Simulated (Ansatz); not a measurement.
C3H6FN

```yaml
atoms:
  - { symbol: N, position_ang: [-0.7447, 1.4434, 0.3946] }
  - { symbol: C, position_ang: [-0.2161, 0.1607, 0.5066] }
  - { symbol: F, position_ang: [1.0741, -0.0245, -0.1442] }
  - { symbol: C, position_ang: [-0.3681, -0.6545, 1.7549] }
  - { symbol: C, position_ang: [-1.0818, -1.0615, 0.4538] }
  - { symbol: H, position_ang: [-0.2970, 2.1786, 0.9247] }
  - { symbol: H, position_ang: [-1.0840, 1.7280, -0.5141] }
  - { symbol: H, position_ang: [-0.9653, -0.2416, 2.5592] }
  - { symbol: H, position_ang: [0.4818, -1.2521, 2.0631] }
  - { symbol: H, position_ang: [-0.6923, -1.9217, -0.0778] }
  - { symbol: H, position_ang: [-2.1543, -0.9194, 0.3910] }
```

Computed with RKS B3LYP/6-31G (Ansatz).

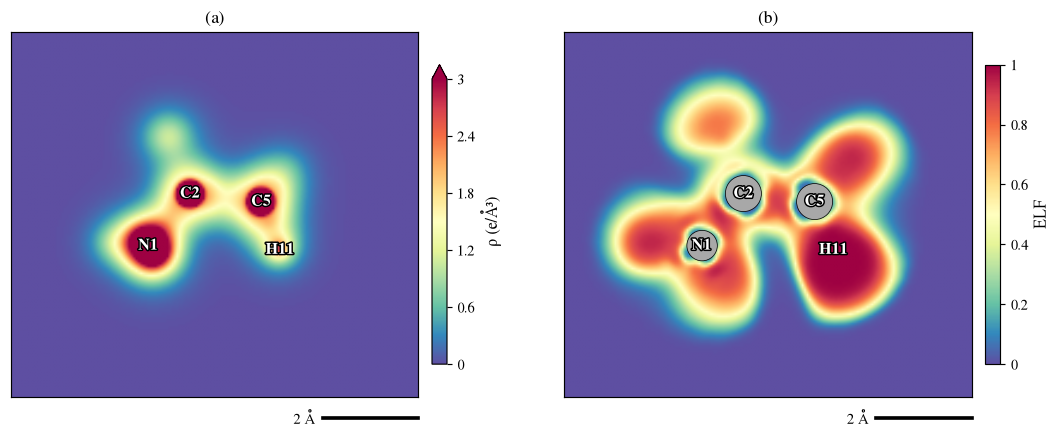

Figure 1. (a) electron density; (b) ELF on the plane of atoms C2, C5 and H11. Grey discs cover the atomic cores in the ELF map.

Question: Interpret the plot.

Answer:
- The plane passes through N, C and H nuclei.
- C–N (1.39 Å): the density is about 2 e/Å³ at the midpoint; the ELF peaks at about 0.90 between the atoms: localised, covalent bonding.
- C–C (1.50 Å): ρ is about 1.6 e/Å³ halfway; the ELF peaks at about 0.90 between the atoms; localised, covalent bonding.
- C–H (1.08 Å): ρ is about 1.9 e/Å³ halfway; the ELF climbs to about 1 towards the hydrogen, as it does in any bond to H; an ordinary covalent bond to hydrogen.
- The ELF also peaks beside N1 and F3, away from the bonds: lone-pair regions.

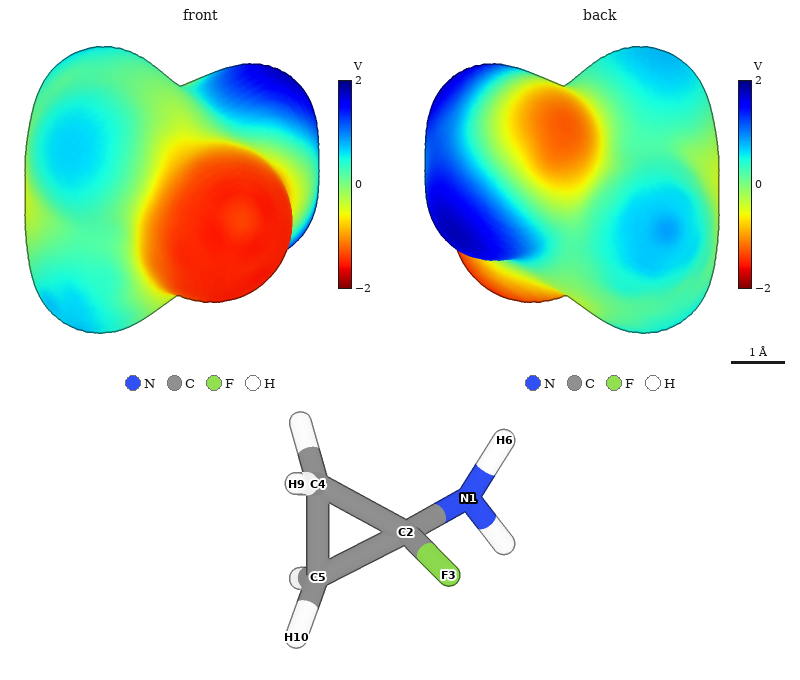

Figure 2. The electrostatic potential painted on the density surface at 0.002 e/bohr³, seen from the front and from behind; the colour scale runs from red (negative) to blue (positive). The bare structure is drawn below in the same view.

Question: Where is the surface potential most negative and most positive?

Answer: The most negative region (about −1.5 V, or −35 kcal/mol for a unit charge) lies over F3, the most positive (about +1.8 V, or +42 kcal/mol for a unit charge) over H6 and H7.

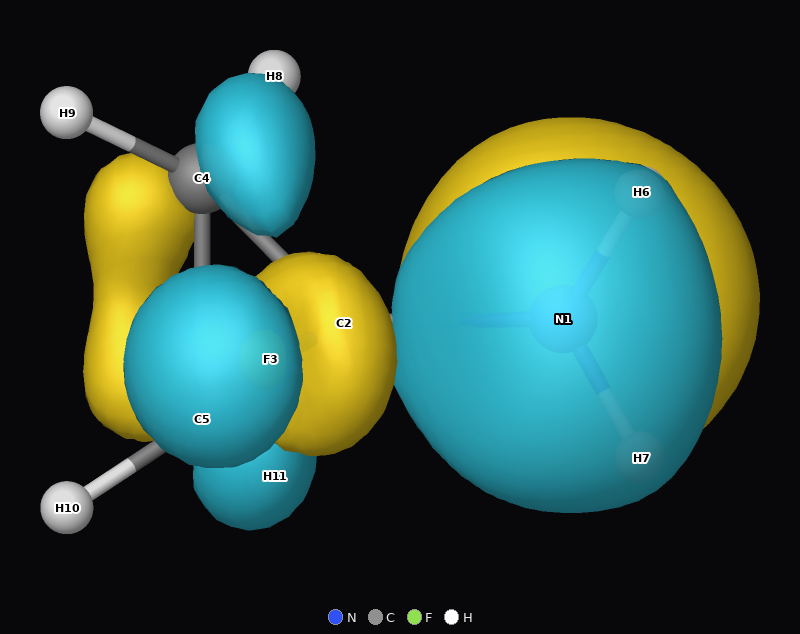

Figure 3. The HOMO at ±0.1 Å⁻³ᐟ² (yellow and cyan are the two phases), seen at a tilt.

Question: Describe this orbital and give its energy.

Answer: By Hirshfeld shares it lies mainly on N1 (about 65 %) and F3 (about 10 %); largely a lone pair of N1. Its energy is −6.96 eV.
